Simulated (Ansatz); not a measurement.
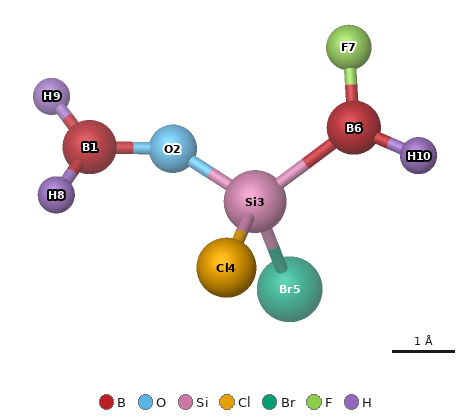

**Figure 1.** The starting structure (ball-and-stick view, seen on its broad side; atoms are numbered from 1 in the order of the input).

B2SiH3BrClOF: nudged elastic band

B2SiH3BrClOF, computed with RKS B3LYP-D4/def2-SVP (Ansatz 0.2.0).

One setting was made poor on purpose. It belongs to a series of runs on one base structure; here: band between the two ends. Figures and captions count atoms from 1; the log counts them from 0 in places.

The program's output
```
Engine: ansatz 0.2.0, aarch64-unknown-linux-gnu
Functional definition: B3LYP
  parameter a0 = 0.2
  parameter ax = 0.72
  parameter ac = 0.81
  exchange = (1 - a0 - ax)*slater_x + ax*b88_x + a0*exact_x
  correlation = (1 - ac)*vwn_rpa_c + ac*lyp_c
1442 factors; integrals over basis functions are off by at most 3.6e-4 eV
mean field evaluation 1: about -96594.9425 eV, gradient 5.1e1 eV
mean field evaluation 2: about -96583.5123 eV, gradient 9.4e1 eV
mean field evaluation 4: about -96599.5774 eV, gradient 4.2e0 eV
mean field evaluation 8: about -96599.6459 eV, gradient 9.1e-2 eV
mean field evaluation 16: about -96599.6459 eV, gradient 2.5e-5 eV
mean field -96599.64589303 eV, -3549.9715089771 hartree, gradient 2.5e-5 eV, S^2 0.000000; 0 other end points of the search recorded, 0 dependent functions left out
the calculation of the forces begins
reference -96599.64619601 eV, -3549.9715201115 hartree; 48, 48 occupied and 91, 91 virtual orbitals, 1442 factors
1442 factors; integrals over basis functions are off by at most 3.6e-4 eV
mean field evaluation 32: about -96599.6450 eV, gradient 2.5e-5 eV
mean field -96599.64496069 eV, -3549.9714747144 hartree, gradient 2.5e-5 eV, S^2 0.000000; 0 other end points of the search recorded, 0 dependent functions left out
[... from here on the field's lines of each further geometry are left out, up to the last ...]
NEB iter   1: max|band force component| = 5.895e-1 eV/Å  barrier→ = 0.1452 eV  barrier← = 0.1435 eV  Δτ_max = 0.0598 Å  (110 SCF iters)
NEB iter   2: max|band force component| = 3.055e-1 eV/Å  barrier→ = 0.1222 eV  barrier← = 0.1205 eV  Δτ_max = 0.1441 Å  (63 SCF iters)
NEB iter   3: max|band force component| = 8.487e-1 eV/Å  barrier→ = 0.1679 eV  barrier← = 0.1662 eV  Δτ_max = 0.0723 Å  (61 SCF iters)
NEB iter   4: max|band force component| = 2.424e-1 eV/Å  barrier→ = 0.1129 eV  barrier← = 0.1112 eV  Δτ_max = 0.0611 Å  (60 SCF iters)
NEB iter   5: max|band force component| = 1.885e-1 eV/Å  barrier→ = 0.1069 eV  barrier← = 0.1052 eV  Δτ_max = 0.1375 Å  (62 SCF iters)
NEB iter   6: max|band force component| = 2.793e-1 eV/Å  barrier→ = 0.0916 eV  barrier← = 0.0899 eV  Δτ_max = 0.0688 Å  (59 SCF iters)
NEB iter   7: max|band force component| = 2.653e-1 eV/Å  barrier→ = 0.0885 eV  barrier← = 0.0868 eV  Δτ_max = 0.0680 Å  (63 SCF iters)
NEB iter   8: max|band force component| = 1.759e-1 eV/Å  barrier→ = 0.0838 eV  barrier← = 0.0821 eV  Δτ_max = 0.0683 Å  (62 SCF iters)
NEB iter   9: max|band force component| = 1.171e-1 eV/Å  barrier→ = 0.0809 eV  barrier← = 0.0792 eV  Δτ_max = 0.0688 Å  (61 SCF iters)
NEB iter  10: max|band force component| = 2.725e-1 eV/Å  barrier→ = 0.0831 eV  barrier← = 0.0814 eV  Δτ_max = 0.0342 Å  (62 SCF iters)
NEB iter  11: max|band force component| = 2.088e-1 eV/Å  barrier→ = 0.0822 eV  barrier← = 0.0805 eV  Δτ_max = 0.0171 Å  (64 SCF iters)
NEB iter  12: max|band force component| = 1.223e-1 eV/Å  barrier→ = 0.0778 eV  barrier← = 0.0761 eV  Δτ_max = 0.0171 Å  (64 SCF iters)
NEB iter  13: max|band force component| = 7.989e-2 eV/Å  barrier→ = 0.0761 eV  barrier← = 0.0744 eV  Δτ_max = 0.0171 Å  (58 SCF iters)
the calculation of the forces begins
reference -96599.64056151 eV, -3549.9713130475 hartree; 48, 48 occupied and 91, 91 virtual orbitals, 1442 factors
1442 factors; integrals over basis functions are off by at most 4.3e-4 eV
mean field -96599.57958278 eV, -3549.9690721205 hartree, gradient 7.2e-6 eV, S^2 0.000000; 1 other end points of the search recorded, 0 dependent functions left out
the calculation of the forces begins
reference -96599.57988975 eV, -3549.9690834013 hartree; 48, 48 occupied and 91, 91 virtual orbitals, 1442 factors
NEB iter  14: max|band force component| = 3.859e-2 eV/Å  barrier→ = 0.0747 eV  barrier← = 0.0730 eV  Δτ_max = 0.0000 Å  (122 SCF iters)
```

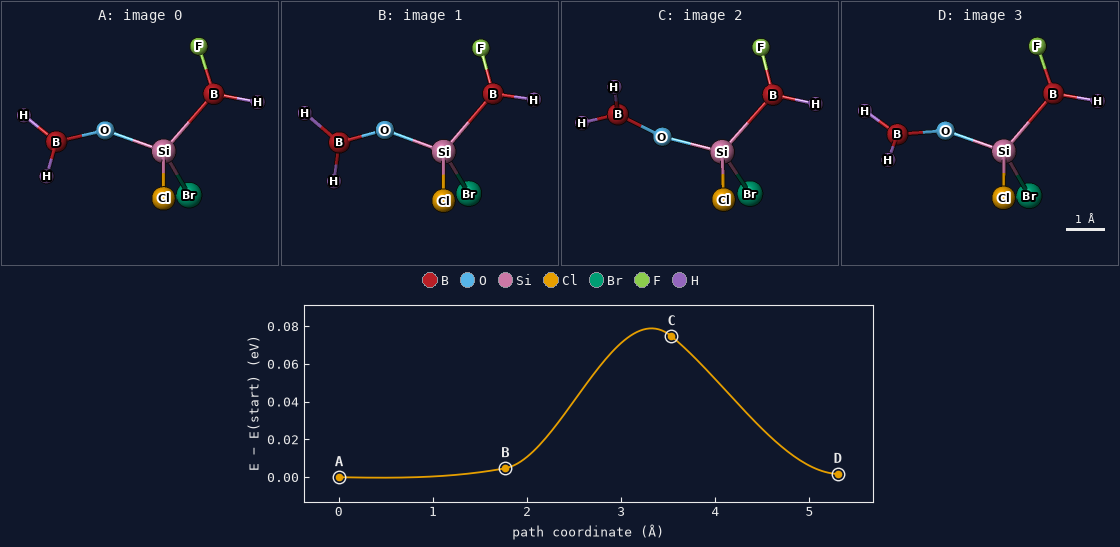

**Figure 2.** Images of the last band (counted from 0; ball-and-stick, seen at a tilt) above the energy along the path; the line is a cubic interpolation that uses the forces. The highest image is number 2, 0.075 eV above the start and 0.073 eV above the end; the end lies 0.002 eV above the start. The path is 5.30 Å long. The band converged in 14 iterations.

```
Total energy: -96600.10370438 eV, -3549.9883332340 hartree
Atom 0 at    -2.074239     0.747619     0.353235 Å, force    -0.010274     0.001495    -0.025705 eV/Å
Atom 1 at    -1.068775     0.183016    -0.353186 Å, force     0.029375    -0.001876     0.000539 eV/Å
Atom 2 at     0.349711    -0.651089    -0.492153 Å, force    -0.026377     0.012000    -0.023032 eV/Å
Atom 3 at     0.018513    -2.577618     0.187131 Å, force    -0.003857    -0.003101     0.011797 eV/Å
Atom 4 at     0.852397    -0.702016    -2.671944 Å, force     0.010814    -0.018824     0.002077 eV/Å
Atom 5 at     2.002783     0.124946     0.388042 Å, force     0.002059    -0.011464    -0.021714 eV/Å
Atom 6 at     2.014422     1.352573     0.866874 Å, force    -0.042085     0.009060     0.013036 eV/Å
Atom 7 at    -3.017083     1.177324    -0.268459 Å, force     0.000330     0.027661     0.034279 eV/Å
Atom 8 at    -2.019020     0.814111     1.561203 Å, force     0.039935    -0.027719    -0.008639 eV/Å
Atom 9 at     3.024292    -0.520066     0.432257 Å, force     0.000081     0.012767     0.017361 eV/Å
Dipole moment:     0.171427     0.050202     0.158440 e Å
this run last wrote the band of iteration 14 to [file]
```

The last band as extended XYZ (Å, eV, eV/Å)
```
10
Properties=species:S:1:pos:R:3:forces:R:3 image=0 energy=-96600.17809
B    -2.0526    0.8120    0.4523    0.0124  -0.0051  -0.0033
O    -0.7344    0.7150    0.1451   -0.0059   0.0029  -0.0001
Si    0.3456   -0.3514   -0.5346    0.0010   0.0028   0.0013
Cl   -0.4525   -2.2658   -0.5283   -0.0006  -0.0006  -0.0004
Br    0.6988    0.2996   -2.6425   -0.0008  -0.0014   0.0036
B     2.1327   -0.3573    0.4213   -0.0039   0.0001  -0.0040
F     2.3456    0.4543    1.4365   -0.0004   0.0031   0.0038
H    -2.7944   -0.1205    0.2488   -0.0019   0.0022   0.0005
H    -2.4347    1.8510    0.9328   -0.0014  -0.0010   0.0004
H     3.0290   -1.0881    0.0716    0.0017  -0.0029  -0.0017
10
Properties=species:S:1:pos:R:3:forces:R:3 image=1 energy=-96600.17334
B    -2.0876    0.7840    0.3507   -0.0126   0.0029   0.0012
O    -0.8237    0.3092    0.4725    0.0207  -0.0023   0.0077
Si    0.3360   -0.5603   -0.3407   -0.0132   0.0073   0.0103
Cl   -0.1013   -2.5679   -0.0997    0.0040  -0.0049   0.0045
Br    0.3110   -0.0538   -2.5231   -0.0114   0.0038   0.0031
B     2.1889   -0.1214    0.3529   -0.0030  -0.0119   0.0152
F     2.3866    1.0291    0.9640    0.0085  -0.0022   0.0001
H    -2.7048    0.6335   -0.6779    0.0169  -0.0011  -0.0156
H    -2.5550    1.3556    1.3056   -0.0153   0.0017  -0.0049
H     3.1331   -0.8592    0.1986    0.0057   0.0067  -0.0217
10
Properties=species:S:1:pos:R:3:forces:R:3 image=2 energy=-96600.10340
B    -2.0742    0.7476    0.3532   -0.0103   0.0015  -0.0257
O    -1.0688    0.1830   -0.3532    0.0294  -0.0019   0.0005
Si    0.3497   -0.6511   -0.4922   -0.0264   0.0120  -0.0230
Cl    0.0185   -2.5776    0.1871   -0.0039  -0.0031   0.0118
Br    0.8524   -0.7020   -2.6719    0.0108  -0.0188   0.0021
B     2.0028    0.1249    0.3880    0.0021  -0.0115  -0.0217
F     2.0144    1.3526    0.8669   -0.0421   0.0091   0.0130
H    -3.0171    1.1773   -0.2685    0.0003   0.0277   0.0343
H    -2.0190    0.8141    1.5612    0.0399  -0.0277  -0.0086
H     3.0243   -0.5201    0.4323    0.0001   0.0128   0.0174
10
Properties=species:S:1:pos:R:3:forces:R:3 image=3 energy=-96600.17639
B    -2.0255    0.7895    0.4772    0.0109  -0.0031   0.0054
O    -0.7798    0.7187   -0.0541   -0.0125   0.0044   0.0055
Si    0.3353   -0.3910   -0.5910    0.0079   0.0019   0.0090
Cl   -0.4143   -2.3133   -0.3746    0.0007   0.0029  -0.0039
Br    0.6964    0.0292   -2.7527   -0.0033  -0.0043   0.0007
B     2.0999   -0.2432    0.3956    0.0075   0.0068   0.0120
F     2.2449    0.6492    1.3544   -0.0024  -0.0069  -0.0105
H    -2.4572    1.8861    0.7382    0.0014  -0.0052  -0.0057
H    -2.6557   -0.2217    0.6822   -0.0058   0.0038  -0.0068
H     3.0391   -0.9546    0.1278   -0.0043  -0.0003  -0.0056
```

The run was set up as follows.

Input file
```yaml
crystal:
  periodic: [false, false, false]
  atoms:
    - { symbol: B, position_ang: [-2.052566, 0.811998, 0.452278] }
    - { symbol: O, position_ang: [-0.734443, 0.715018, 0.145105] }
    - { symbol: Si, position_ang: [0.345618, -0.351359, -0.534559] }
    - { symbol: Cl, position_ang: [-0.45254, -2.265836, -0.528265] }
    - { symbol: Br, position_ang: [0.698844, 0.299615, -2.642492] }
    - { symbol: B, position_ang: [2.132729, -0.357288, 0.421302] }
    - { symbol: F, position_ang: [2.345571, 0.454253, 1.436468] }
    - { symbol: H, position_ang: [-2.794433, -0.120522, 0.248751] }
    - { symbol: H, position_ang: [-2.434744, 1.850988, 0.932782] }
    - { symbol: H, position_ang: [3.028965, -1.088067, 0.07163] }
basis:
  gaussian: { orbitals: def2-SVP }
hamiltonian:
  xc: b3lyp
  dispersion: d4
neb:
  order_check: false
  images: 2
  f_tol: 0.05
  max_iterations: 60
  initial_path: idpp
  climbing: false
  final_atoms:
    - { symbol: B, position_ang: [-2.01592323, 0.81561945, 0.47363614] }
    - { symbol: O, position_ang: [-0.75998908, 0.74096478, -0.03229752] }
    - { symbol: Si, position_ang: [0.33966158, -0.36699379, -0.60367223] }
    - { symbol: Cl, position_ang: [-0.46259305, -2.27783674, -0.50948683] }
    - { symbol: Br, position_ang: [0.76297032, 0.15976085, -2.73043525] }
    - { symbol: B, position_ang: [2.083201, -0.31895374, 0.42926595] }
    - { symbol: F, position_ang: [2.22730821, 0.51629564, 1.43842643] }
    - { symbol: H, position_ang: [-2.42628716, 1.9075222, 0.78433379] }
    - { symbol: H, position_ang: [-2.67585552, -0.1883354, 0.60886372] }
    - { symbol: H, position_ang: [3.01050793, -1.03924325, 0.1443658] }
```

Launched with:
```bash
ansatz run input.yaml --threads 2 --pin off --max-ram 3072MiB --backend cpu --events-out ev --progress --plain --runs-dir out
```

Key numbers

| quantity | value |
| --- | --- |
| outcome | converged |
| barrier, forward | 0.075 eV |
| barrier, backward | 0.073 eV |
| hardware | 2 threads of Arm Neoverse V1, 24 GiB of memory available, shared host |
| wall time | 2.9 min (CPU time 5.7 min) |
| peak memory | 0.42 GiB |

Remarks

A deliberately poor setting: few images. The order of the saddle point was not checked.
